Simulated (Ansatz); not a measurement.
## Geometry relaxation of BF3

The run: geometry relaxation of BF3. Method and program: RKS PBE0-D4/def2-TZVP (Ansatz 0.2.0).

Figures and captions count atoms from 1; the log counts them from 0 in places.

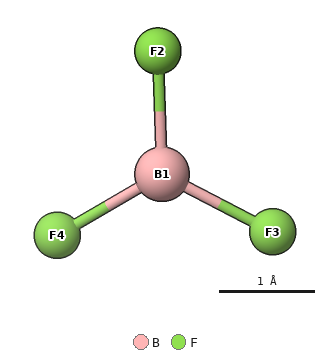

**Figure 1.** The input geometry (ball-and-stick view, seen at a tilt; atoms are numbered from 1 in the order of the input). Bond lengths as drawn: B–F 1.32 Å.

## Results in brief

```json
{"quantity": "outcome", "value": "converged"}
{"quantity": "total energy", "value": "−8827.1254 eV"}
{"quantity": "mean-field energy", "value": "−8827.0924 eV"}
{"quantity": "dispersion energy", "value": "−0.0330 eV"}
{"quantity": "SCF solution under orbital rotations", "value": "stable"}
{"quantity": "largest force (length of the vector) at the end", "value": "under 0.001 eV/Å"}
{"quantity": "dipole moment", "value": "0.00 D"}
{"quantity": "hardware", "value": "4 threads of Arm Neoverse V1, 23 GiB of memory available, shared host"}
{"quantity": "wall time", "value": "3.8 s (CPU time 14 s)"}
{"quantity": "peak memory", "value": "0.43 GiB"}
```

## Input file
```yaml
crystal:
  periodic: [false, false, false]
  atoms:
    - {symbol: B, position_ang: [-0.864964, -0.987616, 0.209247]}
    - {symbol: F, position_ang: [-1.689047, -0.072847, -0.259017]}
    - {symbol: F, position_ang: [-0.354365, -1.884461, -0.607987]}
    - {symbol: F, position_ang: [-0.712950, -1.123083, 1.509767]}
basis:
  gaussian: {orbitals: def2-TZVP}
hamiltonian: {xc: pbe0, dispersion: d4}
relax: {f_tol: 0.005, max_steps: 200}
```

Run as:
```bash
ansatz run in.yaml --threads 4 --pin off --events-out ev --progress --plain --max-ram 9574MiB
```

## Output
```
Functional definition: PBE0
  name "PBE0"
  cite "Adamo & Barone, J. Chem. Phys. 110, 6158 (1999) doi:10.1063/1.478522"
  cite "Perdew, Burke & Ernzerhof, Phys. Rev. Lett. 77, 3865 (1996) doi:10.1103/PhysRevLett.77.3865"
  parent pbe
  parameter a = 0.25
  parameter kappa = 0.804
  parameter beta = 0.06672455060314922
  exchange = (1 - a)*pbe_x(kappa = kappa, mu = beta*pi^2/3) + a*exact_x
  correlation = pbe_c(beta = beta)
637 factors; their error is unknown
mean field evaluation 1: about -8824.4890 eV, gradient 4.5e1 eV
mean field evaluation 2: about -8822.3939 eV, gradient 6.1e1 eV
mean field evaluation 4: about -8827.0168 eV, gradient 4.2e-1 eV
mean field evaluation 8: about -8827.0550 eV, gradient 5.9e-3 eV
mean field -8827.05501424 eV, -324.3882885804 hartree, gradient 1.5e-5 eV, S^2 0.000000; 0 other end points of the search recorded, 0 dependent functions left out
the calculation of the forces begins
reference -8827.05503746 eV, -324.3882894337 hartree; 16, 16 occupied and 108, 108 virtual orbitals, 637 factors
relax step   1: F+E_penalty+E_count = -8827.08797339 eV  Δ(F+E_penalty+E_count) = +0.000e0 eV  max|allowed force component| = 8.929e-1 eV/Å  Δτ_max = 0.0000 Å  (21 SCF iters, accepted)
these checks for a lower state are left out or cut short: starts, cluster_reference, orbital_swaps, neighbouring_geometries, increment
637 factors; their error is unknown
mean field evaluation 16: about -8826.7240 eV, gradient 5.1e-3 eV
mean field -8826.76064245 eV, -324.3774706166 hartree, gradient 1.3e-5 eV, S^2 0.000000; 0 other end points of the search recorded, 0 dependent functions left out
the calculation of the forces begins
reference -8826.76066556 eV, -324.3774714660 hartree; 16, 16 occupied and 108, 108 virtual orbitals, 637 factors
relax step   2: F+E_penalty+E_count = -8826.79357408 eV  Δ(F+E_penalty+E_count) = +2.944e-1 eV  max|allowed force component| = 2.656e0 eV/Å  Δτ_max = 0.1951 Å  (31 SCF iters, rejected (line search))
these checks for a lower state are left out or cut short: starts, cluster_reference, orbital_swaps, neighbouring_geometries, increment
637 factors; their error is unknown
mean field -8827.09239709 eV, -324.3896623749 hartree, gradient 1.3e-5 eV, S^2 0.000000; 0 other end points of the search recorded, 0 dependent functions left out
the calculation of the forces begins
reference -8827.09242034 eV, -324.3896632295 hartree; 16, 16 occupied and 108, 108 virtual orbitals, 637 factors
relax step   3: F+E_penalty+E_count = -8827.12536789 eV  Δ(F+E_penalty+E_count) = -3.739e-2 eV  max|allowed force component| = 1.398e-2 eV/Å  Δτ_max = 0.0504 Å  (26 SCF iters, accepted)
these checks for a lower state are left out or cut short: starts, cluster_reference, orbital_swaps, neighbouring_geometries, increment
637 factors; their error is unknown
mean field evaluation 32: about -8827.0924 eV, gradient 9.5e-5 eV
mean field -8827.09240100 eV, -324.3896625188 hartree, gradient 9.1e-6 eV, S^2 0.000000; 0 other end points of the search recorded, 0 dependent functions left out
the calculation of the forces begins
reference -8827.09242426 eV, -324.3896633735 hartree; 16, 16 occupied and 108, 108 virtual orbitals, 637 factors
relax step   4: F+E_penalty+E_count = -8827.12537317 eV  Δ(F+E_penalty+E_count) = -5.278e-6 eV  max|allowed force component| = 7.901e-3 eV/Å  Δτ_max = 0.0007 Å  (20 SCF iters, accepted)
these checks for a lower state are left out or cut short: starts, cluster_reference, orbital_swaps, neighbouring_geometries, increment
637 factors; their error is unknown
mean field -8827.09240403 eV, -324.3896626298 hartree, gradient 4.2e-5 eV, S^2 0.000000; 0 other end points of the search recorded, 0 dependent functions left out
the calculation of the forces begins
reference -8827.09242728 eV, -324.3896634845 hartree; 16, 16 occupied and 108, 108 virtual orbitals, 637 factors
relax step   5: F+E_penalty+E_count = -8827.12537569 eV  Δ(F+E_penalty+E_count) = -2.523e-6 eV  max|allowed force component| = 1.743e-4 eV/Å  Δτ_max = 0.0003 Å  (17 SCF iters, accepted)
```

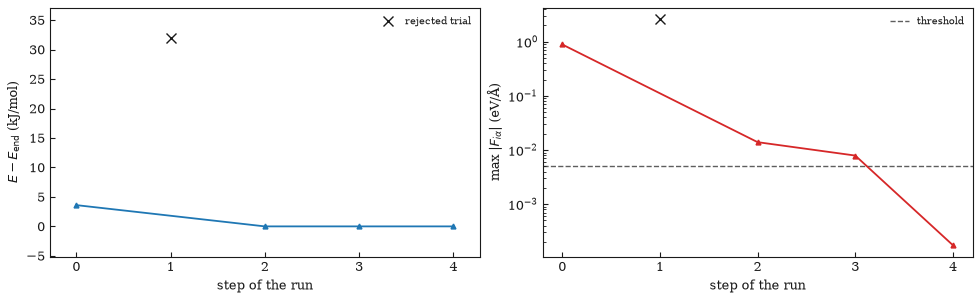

**Figure 2.** Progress of the relaxation, step by step (the first geometry is step 0 here and step 1 in the log).

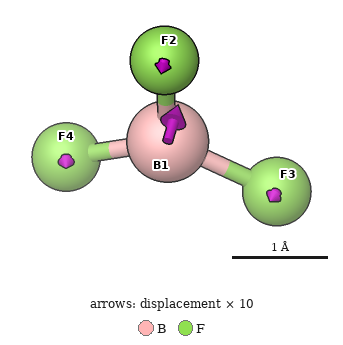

**Figure 3.** The starting structure with the displacements as pink arrows, magnified 10 times (ball-and-stick view, seen at a tilt). The two geometries are laid on each other by the best rigid fit. B1 moves most after the best rigid fit: 0.050 Å. Largest moves by element: B 0.050 Å, F 0.017 Å. Distances before and after: B1–F2 1.317 → 1.311 Å. Over 4 geometry steps the energy falls by 3.61 kJ/mol. Largest force component: 0.89 eV/Å at the start, 0.00017 eV/Å at the end. The line search rejected the trial step at point 1 (counted from 0) and went back. (Atoms are counted from 1 in the order of the input.)

```
637 factors; their error is unknown
mean field -8827.09240403 eV, -324.3896626298 hartree, gradient 4.2e-5 eV, S^2 0.000000; 1 other end points of the search recorded, 0 dependent functions left out
the calculation of the forces begins
reference -8827.09242728 eV, -324.3896634845 hartree; 16, 16 occupied and 108, 108 virtual orbitals, 637 factors
Total energy: -8827.12539895 eV, -324.3908751708 hartree
Atom 0 at    -0.905332    -1.017004     0.213003 Å, force    -0.000075     0.000174    -0.000064 eV/Å
Atom 1 at    -1.673812    -0.065363    -0.259195 Å, force     0.000017    -0.000048     0.000018 eV/Å
Atom 2 at    -0.342445    -1.872165    -0.606146 Å, force     0.000038    -0.000081    -0.000023 eV/Å
Atom 3 at    -0.699737    -1.113475     1.504348 Å, force     0.000020    -0.000045     0.000070 eV/Å
Dipole moment:     0.000000    -0.000005     0.000001 e Å
```

## Trajectory as extended XYZ (Å, eV, eV/Å), 5 frames, from step=1 to step=5
```
4
Properties=species:S:1:pos:R:3:forces:R:3 step=1 energy=-8827.08797
B    -0.8650   -0.9876    0.2092   -0.8929  -0.6167   0.0700
F    -1.6890   -0.0728   -0.2590    0.4515   0.0165   0.0695
F    -0.3544   -1.8845   -0.6080    0.1847   0.3763   0.1398
F    -0.7129   -1.1231    1.5098    0.2568   0.2240  -0.2793
4
Properties=species:S:1:pos:R:3:forces:R:3 step=2 energy=-8826.79357 accepted=F
B    -1.0203   -1.1047    0.2250    2.6557   2.0404  -0.2838
F    -1.6425   -0.0275   -0.2675   -0.2885  -1.4210   0.4614
F    -0.2988   -1.8510   -0.6184   -1.3233  -0.0132   0.7349
F    -0.6597   -1.0848    1.5128   -1.0438  -0.6062  -0.9125
4
Properties=species:S:1:pos:R:3:forces:R:3 step=3 energy=-8827.12537
B    -0.9056   -1.0171    0.2130    0.0051   0.0036  -0.0005
F    -1.6740   -0.0650   -0.2594    0.0086  -0.0140   0.0067
F    -0.3422   -1.8723   -0.6061   -0.0083   0.0084   0.0064
F    -0.6995   -1.1136    1.5045   -0.0054   0.0019  -0.0126
4
Properties=species:S:1:pos:R:3:forces:R:3 step=4 energy=-8827.12537
B    -0.9053   -1.0171    0.2130   -0.0002   0.0002  -0.0001
F    -1.6737   -0.0656   -0.2591   -0.0064   0.0079  -0.0041
F    -0.3425   -1.8720   -0.6062    0.0040  -0.0057  -0.0028
F    -0.6998   -1.1133    1.5043    0.0026  -0.0024   0.0071
4
Properties=species:S:1:pos:R:3:forces:R:3 step=5 energy=-8827.12538
B    -0.9053   -1.0170    0.2130   -0.0001   0.0002  -0.0001
F    -1.6738   -0.0654   -0.2592    0.0000   0.0000   0.0000
F    -0.3424   -1.8722   -0.6061    0.0000  -0.0001   0.0000
F    -0.6997   -1.1135    1.5043    0.0000   0.0000   0.0001
```
